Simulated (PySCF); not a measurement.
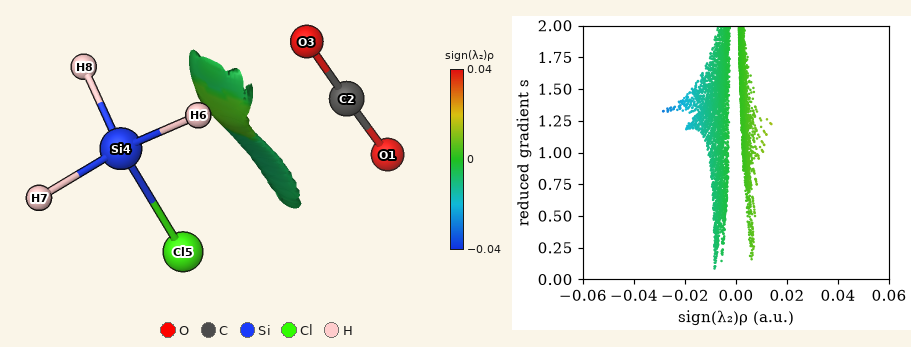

CH3ClO2Si, SMILES `O=C=O.[SiH3]Cl`. Non-covalent interaction surfaces between the fragments (reduced density gradient s = 0.5, coloured by sign(λ₂)ρ in a.u.; trimmed to the region between the fragments where ρ is under 0.06 a.u.). Fragment A: CO2 (atoms 1–3); fragment B: SiH3Cl. The plot gives s against sign(λ₂)ρ for grid points between the fragments.

Computed with PySCF, CAM-B3LYP/cc-pVDZ, geometry: GFN2-xTB. GFN2-xTB bond lengths at metals and heavier atoms can be off by up to 0.1 Å and shapes distorted, which carries into these values.

Interpret the surfaces between the fragments.

Answer. Bond critical points between the fragments: O3···Cl5, 3.28 Å, ρ = 0.008 a.u., a bond path close to vanishing (ellipticity 2.2). It is weak and appears green (van der Waals range). The pose is a local one from a semi-empirical search, not shown to be the most stable.

How strongly are they bound?

Answer. The counterpoise-corrected interaction energy of the frozen fragments is −0.4 kcal/mol without dispersion correction and −1.9 kcal/mol with D3(BJ). The pair geometry is semi-empirical, not a minimum at this level.
